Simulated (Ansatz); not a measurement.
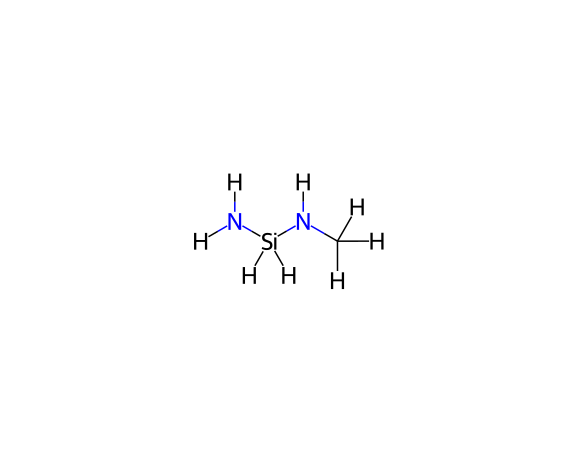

The picture comes from a calculation with Ansatz.

A structural formula.

Write the SMILES.

CN[SiH2]N

What is the molecular formula?

CH8N2Si.

An optimisation with PBE0-D4/def2-TZVP gave a structure of which point group?

C1. Other conformers may differ.
